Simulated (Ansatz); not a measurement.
## Hypothetical zinc blende HgO: pressure series

Consider HgO in the zinc blende structure (space group F-43m, No. 216; a = 5.196 Å; a hypothetical phase, not in the database extracts checked).

Cell and atoms are relaxed at each pressure.

Calculations: Ansatz (an electronic-structure program), PBEsol, PAW, cutoff 420 eV, no SOC, earlier PAW set.

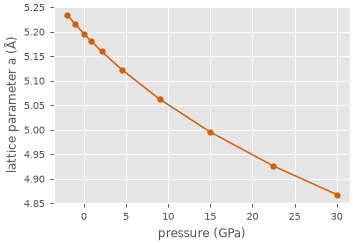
Figure. Lattice parameter a against pressure

```json
[
 {"pressure (GPa)": "-2", "lattice parameter a": "523.5 pm"},
 {"pressure (GPa)": "-1", "lattice parameter a": "521.5 pm"},
 {"pressure (GPa)": "0.9", "lattice parameter a": "518.0 pm"},
 {"pressure (GPa)": "2.1", "lattice parameter a": "516.0 pm"},
 {"pressure (GPa)": "4.5", "lattice parameter a": "512.3 pm"},
 {"pressure (GPa)": "9", "lattice parameter a": "506.2 pm"},
 {"pressure (GPa)": "15", "lattice parameter a": "499.5 pm"},
 {"pressure (GPa)": "22.5", "lattice parameter a": "492.6 pm"},
 {"pressure (GPa)": "30", "lattice parameter a": "486.8 pm"}
]
```

Load acts through the strain it causes; cell and atoms are relaxed under it. Stability against distortions was not tested. Competing high-pressure phases were not computed. The final runs are not spin-polarised.
